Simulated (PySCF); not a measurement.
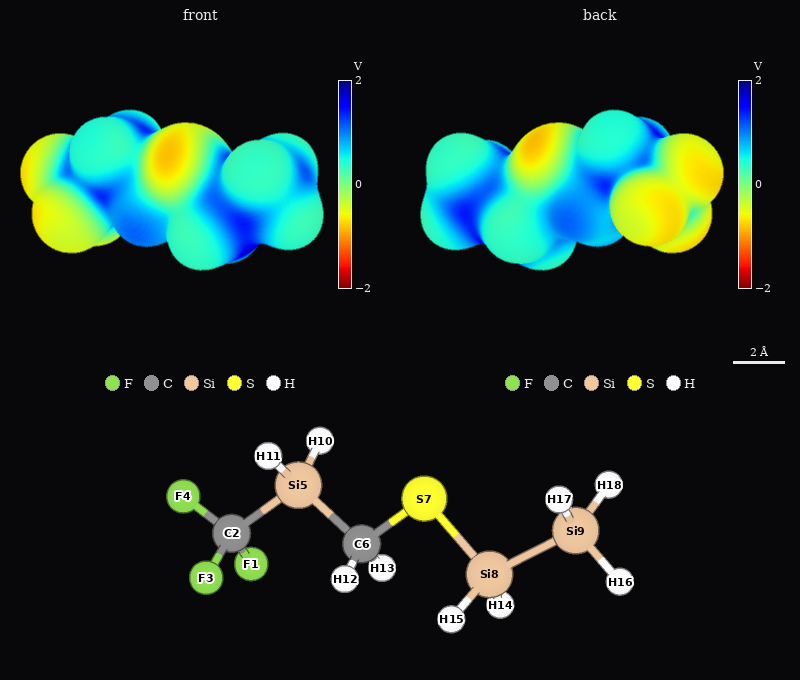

C2H9F3SSi3. The molecular electrostatic potential painted on the density surface at 0.002 e/bohr³, seen from the front and from behind; red is negative and blue positive. The bare structure is drawn below in the same view.

Geometry: GFN2-xTB.

All numbers below come from PySCF 2.14.0, PBE0/pcSseg-1, SCF density, gas phase, non-relativistic.

| atom | x (Å) | y (Å) | z (Å) |
| --- | --- | --- | --- |
| F | -4.0981 | -0.6868 | 0.3648 |
| C | -3.7923 | 0.3472 | -0.4459 |
| F | -3.8921 | 1.4570 | 0.3148 |
| F | -4.7908 | 0.4222 | -1.3463 |
| Si | -2.0487 | 0.1601 | -1.2969 |
| C | -0.7716 | 0.0775 | 0.0982 |
| S | 0.8667 | -0.0960 | -0.7006 |
| Si | 2.1269 | -0.1681 | 1.0598 |
| Si | 4.3105 | -0.3922 | 0.3505 |
| H | -2.1327 | -1.0861 | -2.0530 |
| H | -1.9025 | 1.3577 | -2.1192 |
| H | -0.7529 | 0.9809 | 0.7075 |
| H | -0.9176 | -0.7805 | 0.7542 |
| H | 1.5597 | -1.2637 | 1.8537 |
| H | 1.7779 | 1.0543 | 1.7920 |
| H | 5.1638 | -0.4426 | 1.5394 |
| H | 4.7535 | 0.7334 | -0.4726 |
| H | 4.5314 | -1.6211 | -0.4122 |

Which sites attract a positive test charge, and which a negative one?

A positive charge is drawn to the negative regions and a negative charge to the positive ones. The most negative region (about −0.8 V, or −18 kcal/mol for a unit charge) lies over S7, the most positive (about +1.6 V, or +37 kcal/mol for a unit charge) over Si8.

What dipole moment does the calculation give?

Its dipole moment is 2.87 D.
